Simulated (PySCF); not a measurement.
```tsv
atom	x (Å)	y (Å)	z (Å)
C	2.8044	-0.6274	0.5323
C	1.5293	-0.7402	-0.2893
C	0.4104	0.1782	0.1884
C	-0.1389	-0.1151	1.5971
B	-1.5742	0.5157	1.6035
C	-1.8940	0.9503	0.1333
C	-0.8355	0.2405	-0.7296
C	-1.3356	-1.1293	-1.1776
H	3.1947	0.4034	0.5235
H	3.5953	-1.2864	0.1440
H	2.6317	-0.9029	1.5844
H	1.7539	-0.5137	-1.3470
H	1.1760	-1.7861	-0.2720
H	0.8221	1.2063	0.2138
H	-0.3076	-1.2066	1.7285
H	0.5243	0.1703	2.4285
H	-2.2896	0.6617	2.5693
H	-1.6788	2.0422	0.1694
H	-2.9307	0.8667	-0.2278
H	-0.5944	0.8222	-1.6366
H	-2.2608	-1.0279	-1.7660
H	-0.6001	-1.6514	-1.8074
H	-1.5663	-1.7836	-0.3204
```

Geometry: PBE0-D3(BJ)/def2-SVP.

Theory: wB97X-D/def2-SVPD, SCF density, gas phase in PySCF 2.14.0.

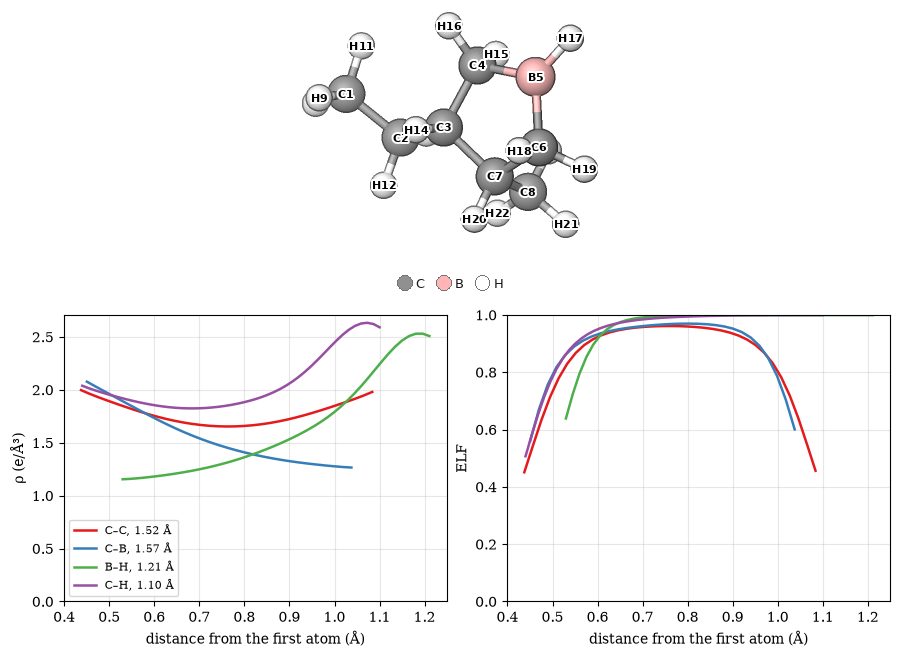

C$_{7}$H$_{15}$B. Electron density and ELF along straight lines between neighbouring atoms. The curves leave out the atomic cores. The structure is drawn too.

Question: What can be read from the curves?

Answer: C–C (1.52 Å): ρ at the midpoint is about 1.7 e/Å³; the ELF peaks at about 0.95 between the atoms: localised, covalent bonding.
C–B (1.57 Å): ρ is about 1.4 e/Å³ halfway; the ELF peaks at about 0.95 between the atoms; a covalent bond.
B–H (1.21 Å): ρ is about 1.2 e/Å³ halfway; the ELF climbs to about 1 towards the hydrogen, as it does in any bond to H: an ordinary covalent bond to hydrogen.
C–H (1.10 Å): the density is about 1.9 e/Å³ at the midpoint; the ELF climbs to about 1 towards the hydrogen: an ordinary covalent bond to hydrogen.
